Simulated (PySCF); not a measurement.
Input

```
{"job": {"kind": "nmr", "xc": "PBE", "basis": "pcSseg-1", "pop": false, "solvent": "acetonitrile"}, "charge": 0, "multiplicity": 1}
C      2.231462     0.446989     0.224396
O      1.543415    -0.758349    -0.003424
C      0.319543    -0.617983    -0.682117
C     -0.801250    -0.027300     0.185380
C     -2.153248    -0.106721    -0.499228
Cl    -2.186829     0.905541    -1.970706
H      1.729290     1.073808     0.969434
H      2.344018     1.019445    -0.704113
H      3.215025     0.169912     0.599124
H      0.450958    -0.003049    -1.584069
H      0.047265    -1.633066    -0.985508
H     -0.852443    -0.592483     1.119080
H     -0.577990     1.013679     0.425436
H     -2.945986     0.266156     0.148946
H     -2.380885    -1.124623    -0.815957
```

Command:

```sh
OMP_NUM_THREADS=1 python ens_run.py task.json out
```

Geometry: GFN2-xTB.

All numbers below come from PySCF, PBE/pcSseg-1, SCF density, in a acetonitrile solvent model, non-relativistic.

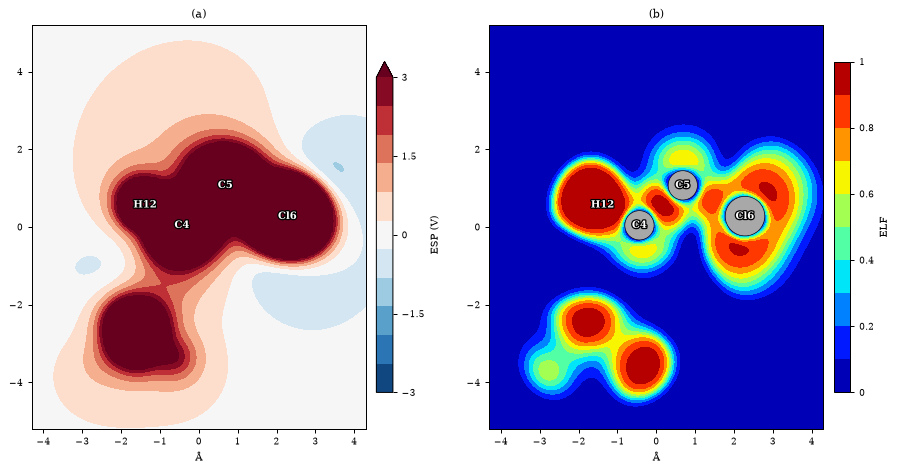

C₄H₉ClO (SMILES COCCCCl). (a) molecular electrostatic potential; (b) electron localisation function on the plane of atoms C4, C5 and Cl6. Grey discs cover the atomic cores in the ELF map.

Question: Read the bonding off the picture.

Answer: The section cuts through C, Cl and H sites.
C–C (1.52 Å): the ELF peaks at about 0.95 between the atoms, as expected for a shared electron pair.
C–Cl (1.79 Å): the ELF peaks at about 0.90 between the atoms, as expected for localised, covalent bonding.
C–H (1.09 Å): the ELF climbs to about 1 towards the hydrogen, as it does in any bond to H (an ordinary covalent bond to hydrogen).
The ELF also peaks beside Cl6, away from the bonds: lone-pair regions.
Outside the dense part of the molecule the potential is most negative (−0.8 V) near Cl6.
